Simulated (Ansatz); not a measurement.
# Y3GaC (Pm-3m): a soft mode frozen in

Wanted: the energy along a soft mode of Y3GaC (Pm-3m) and the structure at the end.

Calculated with Ansatz 0.2.0; DFT PBEsol, scalar-relativistic, plane waves, PAW; PAW set soft_1.

## (1) The structure

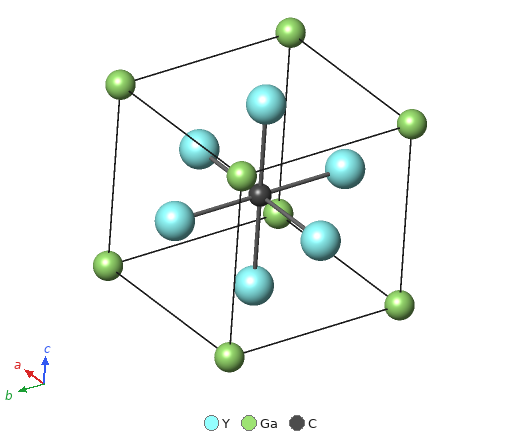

The cell as given, from a free direction (yttrium light teal, gallium green, carbon dark grey). Some periodic images of atoms are drawn too.

## (2) Phonons on a q mesh

The cell comes from relaxations at this level that are not shown. Stability and thermal properties need the whole zone. Linear response on a 2×2×2 q mesh gives force constants as far as a supercell of that size would.

File input.yaml:

```yaml
crystal:
  lattice:
    - [4.8062686968, 0.0, 0.0]
    - [0.0, 4.8062686968, 0.0]
    - [0.0, 0.0, 4.8062686968]
  atoms:
    - { symbol: "Y", position: [0.5, 0.0, 0.5] }
    - { symbol: "Y", position: [0.5, 0.5, 0.0] }
    - { symbol: "Y", position: [0.0, 0.5, 0.5] }
    - { symbol: Ga, position: [0.0, 0.0, 0.0] }
    - { symbol: C, position: [0.5, 0.5, 0.5] }
kpoints:
  mp_grid: { grid: [8, 8, 8] }
hamiltonian:
  xc: pbesol
  pseudopotentials: { kind: paw, azcp: { folder: soft_1 }, xc_functional: pbe }
scf:
  occupations: { method: methfessel_paxton, width: 0.2 }
output:
  eigenvalues: true
phonons:
  method: dfpt
  qmesh: [2, 2, 2]
  temperatures: { t_max: 1000, t_step: 50 }
  qpath:
    path:
      - [[0.0, 0.0, 0.0], [0.0, 0.5, 0.0], [0.5, 0.5, 0.0], [0.0, 0.0, 0.0], [0.5, 0.5, 0.5], [0.0, 0.5, 0.0]]
      - [[0.5, 0.5, 0.5], [0.5, 0.5, 0.0]]
    npoints: 10
```

The run is started by

```sh
$ ansatz run input.yaml --threads 4 --pin off --max-ram 10240MiB --backend cpu --events-out ev --progress --plain --runs-dir out
```

Numbers of over 12 decimals in the logs are rounded to 6 here.

Log:

```text
Engine: ansatz 0.2.0, x86_64-unknown-linux-gnu
Pseudopotentials: kind: paw
Pseudopotential: Y, paw, valence charge 11, recommended cutoff 420 eV (normal), soft_1/Y.paw.azcp
Pseudopotential: Ga, paw, valence charge 13, recommended cutoff 420 eV (normal), soft_1/Ga.paw.azcp
Pseudopotential: C, paw, valence charge 4, recommended cutoff 420 eV (normal), soft_1/C.paw.azcp
Functional definition: PBEsol
  exchange = pbesol_x
  correlation = pbesol_c
Crystal: 5 atoms, lattice volume = 111.026 Å³
Basis set: ecut = 420 eV, 2109 PW (Γ), exchange–correlation on 72×72×72 points (8 copies of the dense FFT grid, shifted against one another)
Bands: 30, of which v1, the nominal top of the filled ones, is band 25 counted from 1 (24 counted from 0)
Symmetry: 48 space group operations
k-points: 35 of 512
Non-local potential: Y, projectors of the file, l = 0: 3, l = 1: 2, l = 2: 2, l = 3: 1
Non-local potential: Ga, projectors of the file, l = 0: 2, l = 1: 2, l = 2: 3, l = 3: 1
Non-local potential: C, projectors of the file, l = 0: 2, l = 1: 2, l = 2: 1
PAW form: soft (Blöchl's): semilocal exchange-correlation on the pseudo side does not see the compensation charge
PAW frozen core: Y, regenerated for the run's functional, and the local potential with it (the file was generated under x = pbe(κ = 0.804, μ = 0.219515), c = pbe(β = 0.066725))
PAW frozen core: Ga, regenerated for the run's functional, and the local potential with it (the file was generated under x = pbe(κ = 0.804, μ = 0.219515), c = pbe(β = 0.066725))
PAW frozen core: C, regenerated for the run's functional, and the local potential with it (the file was generated under x = pbe(κ = 0.804, μ = 0.219515), c = pbe(β = 0.066725))
PAW one-centre angular grid: Y, 590 points (default); XC on 64 Gauss nodes
PAW one-centre angular grid: Ga, 590 points (default); XC on 64 Gauss nodes
PAW one-centre angular grid: C, 110 points (default); XC on 64 Gauss nodes
Initial density: superposition of atomic densities (chi_scale 0.1, normalization cell, long waves kept (reshape's long-wave potential 0.00 eV rms))
Initial wavefunctions: pseudopotential atomic-orbital guess
Functional: x = pbesol(κ = 0.804, μ = 0.123457), c = pbesol(β = 0.046)
SCF iter   1: F=—  HF=-15379.956379 eV  |F-HF|=—  |Δ(HF+E_count)|=         —  Δρ=5.97e-2  dr2=9.72e0  ethr=3.10e-3  ⟨swp⟩=4.9  Hψ=4018  notcnv=0
preconditioner: auto → Kerker (q_TF=auto, 2.389 Å⁻¹)  [metal: Δε(μ)=0.025 eV  Ē_g=14.243 eV  σ=0.200 eV  W_gap=0.11  n_scr=26 (ndim 8)  ℏωp=23.4 eV  f_vac=0.000  D(μ)=4.77/eV (n_scr^D=32)]
SCF iter   2: F=—  HF=-15378.073553 eV  |F-HF|=—  |Δ(HF+E_count)|=    1.88e0  S|Δr|=    0.00e0  Δρ=2.31e-2  dr2=1.25e0  ethr=3.10e-3  ⟨swp⟩=2.5  Hψ=1979  notcnv=0  defer=11
SCF iter   3: F=—  HF=-15377.833390 eV  |F-HF|=—  |Δ(HF+E_count)|=   2.40e-1  S|Δr|=    0.00e0  Δρ=1.31e-2  dr2=3.07e-1  ethr=2.51e-3  ⟨swp⟩=2.0  Hψ=1519  notcnv=0  defer=13
SCF iter   4: F=—  HF=-15377.775940 eV  |F-HF|=—  |Δ(HF+E_count)|=   5.74e-2  S|Δr|=    0.00e0  Δρ=6.00e-3  dr2=4.29e-2  ethr=6.13e-4  ⟨swp⟩=2.0  Hψ=1642  notcnv=0  defer=13
SCF iter   5: F=—  HF=-15377.763876 eV  |F-HF|=—  |Δ(HF+E_count)|=   1.21e-2  S|Δr|=    0.00e0  Δρ=1.77e-3  dr2=3.52e-3  ethr=8.58e-5  ⟨swp⟩=2.6  Hψ=2027  notcnv=0  defer=13
SCF iter   6: F=—  HF=-15377.763007 eV  |F-HF|=—  |Δ(HF+E_count)|=   8.69e-4  S|Δr|=    0.00e0  Δρ=3.74e-4  dr2=1.03e-4  ethr=7.03e-6  ⟨swp⟩=2.3  Hψ=1467  notcnv=0  defer=13
SCF iter   7: F=—  HF=-15377.763075 eV  |F-HF|=—  |Δ(HF+E_count)|=   6.76e-5  S|Δr|=    0.00e0  Δρ=1.20e-4  dr2=2.77e-5  ethr=2.05e-7  ⟨swp⟩=2.1  Hψ=1512  notcnv=0  defer=13
SCF iter   8: F=—  HF=-15377.763064 eV  |F-HF|=—  |Δ(HF+E_count)|=   1.05e-5  S|Δr|=    0.00e0  Δρ=3.24e-5  dr2=2.13e-6  ethr=5.54e-8  ⟨swp⟩=2.0  Hψ=1477  notcnv=0  defer=13
SCF iter   9: F=—  HF=-15377.763065 eV  |F-HF|=—  |Δ(HF+E_count)|=   1.07e-6  S|Δr|=    0.00e0  Δρ=1.20e-5  dr2=2.36e-7  ethr=4.25e-9  ⟨swp⟩=2.0  Hψ=1477  notcnv=0  defer=13
SCF iter  10: F=—  HF=-15377.763065 eV  |F-HF|=—  |Δ(HF+E_count)|=   5.23e-8  S|Δr|=    0.00e0  Δρ=4.37e-6  dr2=1.78e-8  ethr=4.73e-10  ⟨swp⟩=2.0  Hψ=1317  notcnv=0  defer=13
SCF iter  11: F=—  HF=-15377.763065 eV  |F-HF|=—  |Δ(HF+E_count)|=  6.55e-10  S|Δr|=    0.00e0  Δρ=6.00e-7  dr2=1.92e-10  ethr=3.56e-11  ⟨swp⟩=2.0  Hψ=1296  notcnv=0  defer=13
SCF iter  12: F=—  HF=-15377.763065 eV  |F-HF|=—  |Δ(HF+E_count)|=  8.37e-11  S|Δr|=    0.00e0  Δρ=1.00e-7  dr2=1.14e-11  ethr=1.00e-12  ⟨swp⟩=2.0  Hψ=1312  notcnv=0  defer=13
SCF iter  13: F=-15377.763065 eV  HF=-15377.763065 eV  |F-HF|=9.09e-12  |Δ(HF+E_count)|=  5.46e-12  S|Δr|=    0.00e0  Δρ=5.44e-8  dr2=1.94e-12  ethr=1.00e-12  ⟨swp⟩=7.8  Hψ=4653  notcnv=0
SCF 1 converged in 13 iterations: F = -15377.763065 eV  dr2 = 1.94e-12
  greatest PAW one-centre occupation: 0.994 electrons in one spin orbital (limit 2), on the Ga atom at site 3 (counted from 0), in its partial waves of l = 2
Initial density: read from a saved state, or passed on in memory by an earlier SCF of this step, an earlier step, the calling program or the single point that the run made first
iter 1 solved again at ethr=5.69e-8 eV; its pass at ethr=3.10e-3 eV (dr2=2.85e-5 eV) is discarded
SCF iter   1: F=—  HF=-15377.763066 eV  |F-HF|=—  |Δ(HF+E_count)|=         —  Δρ=3.14e-7  dr2=4.67e-11  ethr=5.69e-8  ⟨swp⟩=3.5  Hψ=7192  notcnv=0
eigensolver tolerance schedule: the retry pair's looser diagonalisation over-reported the residual by 609455.84 of it (diagonalisation noise at an unbounded share of the residual, at the tolerance the schedule requests for it); recorded, not acted on — ethr = c·dr2/N_el stays at c = 1.0e-1
preconditioner: auto → Kerker (q_TF=auto, 2.389 Å⁻¹)  [metal: Δε(μ)=0.039 eV  Ē_g=14.883 eV  σ=0.200 eV  W_gap=0.16  n_scr=26 (ndim 8)  ℏωp=23.4 eV  f_vac=0.000  D(μ)=0.93/eV (n_scr^D=0)]
SCF iter   2: F=—  HF=-15377.763065 eV  |F-HF|=—  |Δ(HF+E_count)|=   1.26e-6  S|Δr|=    0.00e0  Δρ=2.01e-7  dr2=2.42e-11  ethr=1.00e-12  ⟨swp⟩=3.2  Hψ=2702  notcnv=0
SCF iter   3: F=-15377.763065 eV  HF=-15377.763065 eV  |F-HF|=5.46e-12  |Δ(HF+E_count)|=  1.27e-11  S|Δr|=    0.00e0  Δρ=1.18e-7  dr2=6.66e-12  ethr=1.00e-12  ⟨swp⟩=2.2  Hψ=2532  notcnv=0
SCF 2 converged in 3 iterations: F = -15377.763065 eV  dr2 = 6.66e-12
phonons: the bands overlap, so this run is a metal and interpolates without the dipole-dipole term. If the crystal is really an insulator or semiconductor, its LO-TO splitting is missing
NSCF: frozen V_eff on 35 k-points
NSCF: frozen V_eff on 125 k-points
DFPT response loops at q = (0, 0, 0) (fractional): preconditioner auto → Kerker (q_TF=auto, 2.389 Å⁻¹) (partly filled bands, converged f_vac=0.000); β = 1.00, the filter's whole step (`scf.mixing.beta` (0.50) is not read by the response loops under this deck's `scf.mixing.preconditioner`; to damp them name `kerker` or `kerker_dos`, under which they read `scf.mixing.beta`, and type it under 1.00, their step now; both keys bind the ground state too); Broyden in place of MSR1
NSCF: frozen V_eff on 250 k-points
DFPT response loops at q = (0, 0, -0.5) (fractional): mixed as the last ones told, above
NSCF: frozen V_eff on 250 k-points
DFPT response loops at q = (0, -0.5, -0.5) (fractional): mixed as the last ones told, above
NSCF: frozen V_eff on 250 k-points
DFPT response loops at q = (-0.5, -0.5, -0.5) (fractional): mixed as the last ones told, above
SCF converged after 13 iterations
Stability not checked: this state was not tested for a lower state beside it, because cold or Methfessel-Paxton smearing, or corrected tetrahedra, fill the levels in a way that the test cannot read (fill_not_monotonic; see scf.lower_state_search)
Free energy (F): -15377.763065 eV
Harris-Foulkes:  -15377.763065 eV  (|F-HF|=9.09e-12)
Internal energy: -15377.781130 eV  (E = F + TS)
E sigma→0 (E₀):  -15377.767581 eV
Entropy (-TS):   0.018065 eV (3.613 meV/atom)
Fermi energy:    9.993224 eV
--- Per-component energies (eV) ---
  E_band       = -322.022703
  E_kinetic    = 1148.868942
  E_local      = -3150.009475  (includes V_loc(G=0)·N_el)
  E_nonlocal   = 13.681650
  E_hartree    = 1463.365810
  E_xc         = -643.485097
  E_vxc        = -731.517157  (∫ρ·V_xc dr)
  E_paw        = -10337.267560  (= ΣΔE_a)
  E_vpaw       = -529.778224  (= ΣTr[D̂ρ^β])
  E_aug_tail   = -0.000127  (compensation charges beyond the density's cutoff)
  E_ewald      = -3874.265674
  E_core_change = 1.330400  (= ΣΔE_core)
  E_smearing   = 0.018065  (= −TS)
  E_closure    = -0.000000  (closes the sum)
  Σ components = -15377.763065   (vs F -15377.763065, Δ=0.00e0)
--- Band table (eV; the first three rows and the last of 35) ---
  k-point 0: bands = [... 21 lower, 9.8528, 9.8528, 9.8528, 9.9928, 9.9928, 9.9928, 12.0045, 12.0045, ... 1 higher]
  k-point 1: bands = [... 21 lower, 9.6772, 9.7894, 9.8602, 10.0318, 10.0318, 10.0438, 11.4892, 12.1419, ... 1 higher]
  k-point 2: bands = [... 21 lower, 9.4558, 9.4558, 9.9369, 9.9369, 10.1810, 10.1899, 11.4291, 12.5521, ... 1 higher]
  k-point 34: bands = [... 21 lower, 6.5821, 9.8807, 9.8807, 9.8807, 11.6487, 11.6487, 11.6487, 12.2596, ... 1 higher]
--- Phonons (Γ-DFPT): 4 representative perturbations + reference (Σ response iterations 12) ---
  ASR residual: 9.784e-5 → 0.000e0 eV/Å²; symmetrization residual: 2.145e-6 eV/Å²
  ASR residual per site (eV/Å²): 2.89e-5 2.89e-5 2.89e-5 9.78e-5 2.33e-5
  Γ frequencies (cm⁻¹): 0.00 0.00 0.00 85.53 85.53 85.53 89.70 89.70 89.70 201.41 201.41 201.41 290.11 290.11 290.11
--- Phonons (arbitrary-q DFPT): 4 irreducible q on the 2×2×2 mesh ---
  q = [0.0000, 0.0000, 0.0000] (star 1, of the zone-centre solve; hermiticity 3.98e-7, symmetrization 6.65e-12): 0.00 0.00 0.00 85.53 85.53 85.53 89.70 89.70 89.70 201.41 201.41 201.41 290.11 290.11 290.11
  q = [0.0000, 0.0000, -0.5000] (star 3, 9 solved perturbations in 975 linear systems a pass and spin channel, the states on 125 of 512 k-point pairs; hermiticity 2.99e-7, symmetrization 8.45e-13): 75.42 75.42 87.86 87.86 92.73 104.54 110.55 110.55 131.24 184.52 184.52 223.15 381.95 381.95 527.69
  q = [0.0000, -0.5000, -0.5000] (star 3, 9 solved perturbations in 975 linear systems a pass and spin channel, the states on 125 of 512 k-point pairs; hermiticity 2.76e-7, symmetrization 1.63e-13): -37.44 94.05 101.96 101.96 104.74 104.74 108.99 108.99 165.48 174.15 189.24 256.85 396.52 505.10 505.10
  q = [-0.5000, -0.5000, -0.5000] (star 1, 4 solved perturbations in 350 linear systems a pass and spin channel, the states on 125 of 512 k-point pairs; hermiticity 1.09e-8, symmetrization 5.68e-12): -44.18 -44.18 -44.18 95.82 95.82 95.82 157.88 157.88 157.88 191.57 191.57 281.52 515.69 515.69 515.69
  sum rule: each row above includes the acoustic sum rule's correction from the zone centre's row sums; it moved no ω² by more than (0.73 cm⁻¹)²
  mesh force constants: q→R imaginary residual 2.28e-18; ASR residual 9.784e-5 → 0.000e0 eV/Å²; symmetrization residual 5.329e-15 eV/Å²
  interpolated dispersion: 62 rows × 15 modes
  density of states and harmonic sums: on the 14×14×14 q-mesh, interpolated from the force constants of a 2×2×2 supercell (no non-analytic term)
  largest difference from the sums on the solved wave vectors: F 2.12e-1 eV, S 2.82e-4 and C_V 6.97e-5 eV/K
  zero-point energy: 0.172635 eV/cell   skipped modes (ω ≤ 0): 53, of them read as no rigid motion or as one in doubt: 50 (3.156e-1 modes/cell left out, lowest -44.18 cm⁻¹)   left out of the sums: 2.11e-2 of the cell's modes: C_V's classical limit lies that fraction below 3 k_B per atom; for a crystal, a wire or a layer, F and S can be off by more, and a phonons.interpolated_qmesh denser along its periods is the remedy for the sampling
```

Elapsed: 4.2 min, on 4 threads of Intel Xeon Platinum 8488C (Sapphire Rapids), shared host; peak memory 1.4 GiB.

Numbers from this step:

```yaml
volume_per_atom: 22.21 Å³
gap_on_the_k_mesh: 0 eV
sum_rule_residual_before_enforcement: 9.78e-5 eV/Å²
lowest_frequency_on_the_path: -44.18 cm⁻¹
point_group: m-3m
highest_frequency_on_the_path_or_at_a_solved_wavevector: 527.7 cm⁻¹
highest_optical_mode_at_the_zone_centre_no_lo_to_term: 290.1 cm⁻¹
lowest_optical_zone_centre_mode: 85.53 cm⁻¹
lowest_mode_on_the_q_mesh_acoustic_modes_at_gamma_apart: -44.18 cm⁻¹
```

Frequencies (cm⁻¹) solved at each irreducible wavevector; negative means imaginary. Frequencies by wavevector, by row:

```
q in reciprocal lattice units  star  mode 1  mode 2  mode 3  mode 4  mode 13  mode 14  mode 15
                        0 0 0     1       0       0       0    85.5    290.1    290.1    290.1
                     0 0 -0.5     3    75.4    75.4    87.9    87.9    381.9    381.9    527.7
                  0 -0.5 -0.5     3   -37.4      94     102     102    396.5    505.1    505.1
               -0.5 -0.5 -0.5     1   -44.2   -44.2   -44.2    95.8    515.7    515.7    515.7
```

Interpolated from a 2×2×2 q mesh. The phonon branches at the labelled points (cm⁻¹):

| point | branch 1 | branch 2 | branch 3 | branch 4 | branch 12 | branch 13 | branch 14 | branch 15 |
| --- | --- | --- | --- | --- | --- | --- | --- | --- |
| Γ | 0 | 0 | 0 | 86 | 201 | 290 | 290 | 290 |
| X | 75 | 75 | 88 | 88 | 223 | 382 | 382 | 528 |
| M | -37 | 94 | 102 | 102 | 257 | 396 | 505 | 505 |
| Γ | 0 | 0 | 0 | 86 | 201 | 290 | 290 | 290 |
| R | -44 | -44 | -44 | 96 | 282 | 516 | 516 | 516 |
| X | 75 | 75 | 88 | 88 | 223 | 382 | 382 | 528 |
| jump to R | -44 | -44 | -44 | 96 | 282 | 516 | 516 | 516 |
| M | -37 | 94 | 102 | 102 | 257 | 396 | 505 | 505 |

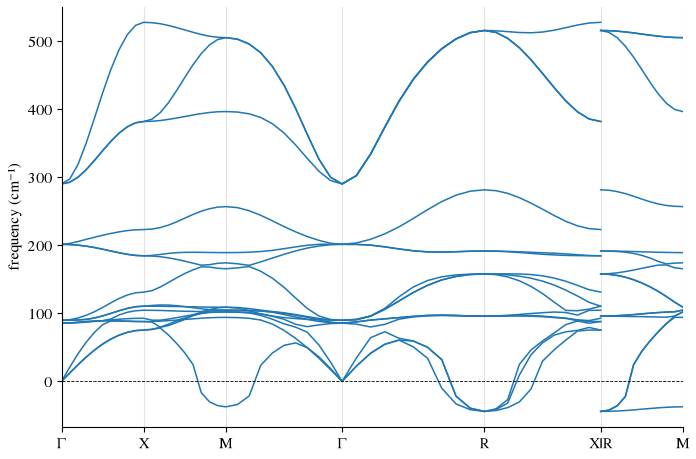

Phonon branches along the path.

Symmetry leaves 4 wavevectors to solve. The lowest mode among them, the acoustic zeros apart, lies at q = (-0.5, -0.5, -0.5) and is imaginary, 44.2i cm⁻¹, so the energy falls along it.

## (3) The mode frozen in, largest atomic shift 0 Å

The mode followed lies at q = (-0.5, -0.5, -0.5) with frequency 44.2i cm⁻¹ and is 3-fold degenerate, the softest among the wavevectors solved. At small amplitude the distorted cell has space group no. 74 by a symmetry search on the positions. The undistorted cell that holds it gives the zero of energy on the same k mesh.

System of this step: Y3GaC. It takes space group Pm-3m (No. 221, cubic). The conventional cell has a = 4.806 Å, b = 4.806 Å, c = 4.806 Å, α = 90.00°, β = 90.00°, γ = 90.00°. Nearest to Y lie 2 C at 2.40 Å and 8 Y at 3.40 Å and 4 Ga at 3.40 Å. Nearest to Ga lie 12 Y at 3.40 Å. C has 6 Y at 2.40 Å nearest. Farther neighbours are not listed.

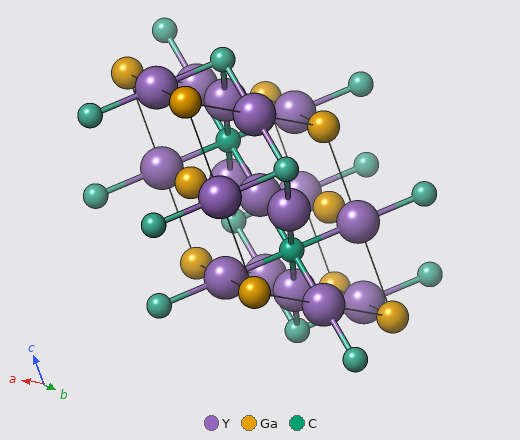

The cell of this step (yttrium purple, gallium orange, carbon teal). Some periodic images of atoms are drawn too.

input.yaml, the sections that differ from step 2:

```yaml
crystal:
  lattice:
    - [4.8062686968, 4.8062686968, 0.0]
    - [4.8062686968, 0.0, 4.8062686968]
    - [4.8062686968, 0.0, -4.8062686968]
  atoms:
    - { symbol: "Y", position: [0.0, 1.0, 0.5] }
    - { symbol: "Y", position: [0.0, 0.5, 0.0] }
    - { symbol: "Y", position: [0.5, 0.0, 1.0] }
    - { symbol: "Y", position: [0.5, 0.5, 0.5] }
    - { symbol: "Y", position: [0.5, 0.0, 0.5] }
    - { symbol: "Y", position: [0.5, 0.5, 0.0] }
    - { symbol: Ga, position: [0.0, 0.5, 0.5] }
    - { symbol: Ga, position: [0.0, 0.0, 0.0] }
    - { symbol: C, position: [0.5, 0.25, 0.75] }
    - { symbol: C, position: [0.5, 0.75, 0.25] }
output:
  forces: true
  stress: true
  eigenvalues: true
# kpoints, hamiltonian, scf: as in step 2
# phonons: removed
```

Log:

```text
[...]
Crystal: 10 atoms, lattice volume = 222.052 Å³
Basis set: ecut = 420 eV, 4285 PW (Γ), exchange–correlation on 96×96×96 points (8 copies of the dense FFT grid, shifted against one another)
Bands: 60, of which v1, the nominal top of the filled ones, is band 50 counted from 1 (49 counted from 0)
Symmetry: 96 space group operations
[...]
k-points: 29 of 512
[...]
k-point 0: bands = [... 46 lower, 9.8825, 9.8825, 9.8825, 9.9914, 9.9914, 9.9914, 11.6475, 11.6475, ... 6 higher]
  k-point 1: bands = [... 46 lower, 9.8101, 9.8607, 9.8607, 9.9649, 10.0954, 10.0954, 11.6808, 11.7605, ... 6 higher]
  k-point 2: bands = [... 46 lower, 9.6642, 9.6642, 9.7424, 9.7424, 10.3388, 10.3388, 11.6545, 11.8389, ... 6 higher]
  k-point 28: bands = [... 46 lower, 9.3430, 9.3430, 9.6055, 9.6055, 11.1658, 11.1658, 11.4471, 11.4471, ... 6 higher]
[key lines of the parts left out:]
SCF converged after 10 iterations
Free energy (F): -30755.527115 eV
Fermi energy:    9.980543 eV
P = ⅓ Tr σ = -0.0084 GPa (-0.084 kbar)
```

Run time: 5.6 s. Hardware: 4 threads; peak memory 0.86 GiB.

This step gave:

| Item | Value |
| --- | --- |
| pressure | -0.008396 GPa |
| energy from the undistorted cell | 0 meV/atom |

The run ends at a pressure of -0.01 GPa.

## (4) The mode frozen in, largest atomic shift 0.32 Å

The atoms are moved along the unstable eigenvector, the largest shift by 0.32 Å, with the cell fixed.

input.yaml, the sections that differ from step 3:

```yaml
crystal:
  lattice:
    - [4.8062686968, 4.8062686968, 0.0]
    - [4.8062686968, 0.0, 4.8062686968]
    - [4.8062686968, 0.0, -4.8062686968]
  atoms:
    - { symbol: "Y", position: [0.0, 0.976460516, 0.523539484] }
    - { symbol: "Y", position: [0.0, 0.523539484, -0.023539484] }
    - { symbol: "Y", position: [0.452921032, 0.047078968, 1.047078968] }
    - { symbol: "Y", position: [0.547078968, 0.452921032, 0.452921032] }
    - { symbol: "Y", position: [0.5, -0.023539484, 0.523539484] }
    - { symbol: "Y", position: [0.5, 0.523539484, -0.023539484] }
    - { symbol: Ga, position: [0.0, 0.5, 0.5] }
    - { symbol: Ga, position: [0.0, 0.0, 0.0] }
    - { symbol: C, position: [0.5, 0.25, 0.75] }
    - { symbol: C, position: [0.5, 0.75, 0.25] }
# kpoints, hamiltonian, scf, output: as in step 3
```

Log:

```text
[...]
Crystal: 10 atoms, lattice volume = 222.052 Å³
Basis set: ecut = 420 eV, 4285 PW (Γ), exchange–correlation on 96×96×96 points (8 copies of the dense FFT grid, shifted against one another)
Bands: 60, of which v1, the nominal top of the filled ones, is band 50 counted from 1 (49 counted from 0)
Symmetry: 8 space group operations
[...]
k-points: 95 of 512
[...]
k-point 0: bands = [... 46 lower, 9.7927, 9.8187, 9.8781, 10.2768, 10.3447, 10.4012, 11.2743, 11.2870, ... 6 higher]
  k-point 1: bands = [... 46 lower, 9.7817, 9.9394, 9.9710, 10.1869, 10.2764, 10.3066, 11.2815, 11.3697, ... 6 higher]
  k-point 2: bands = [... 46 lower, 9.6178, 9.7634, 9.8398, 9.9312, 10.4039, 10.4202, 11.3450, 11.4834, ... 6 higher]
  k-point 94: bands = [... 46 lower, 9.3058, 9.3058, 9.6035, 9.6035, 11.2048, 11.2048, 11.4231, 11.4231, ... 6 higher]
[key lines of the parts left out:]
SCF converged after 10 iterations
Free energy (F): -30755.609913 eV
Fermi energy:    10.147354 eV
P = ⅓ Tr σ = -0.3804 GPa (-3.804 kbar)
```

Elapsed: 20 s, on 4 threads; peak memory 1.2 GiB; 78 s of CPU time.

Numbers from this step:

```yaml
pressure: -0.3804 GPa
energy_from_the_undistorted_cell: -7.752 meV/atom
```

The energy, extrapolated to zero smearing, is -7.75 meV/atom against the undistorted cell.

The run ends at a pressure of -0.38 GPa, with forces up to 0.088 eV/Å.

(Part 1 of 3 ends here.)

[Logs are printed without paths, hosts, clocks, repeated set-up lines and the standing remarks that a program may print on its own settings, such as how far it seeks lower states.]

[Hosts, paths, dates, database ids (printed as entryN), source tags and the programs' standing remarks are cut or masked in the printed files.]
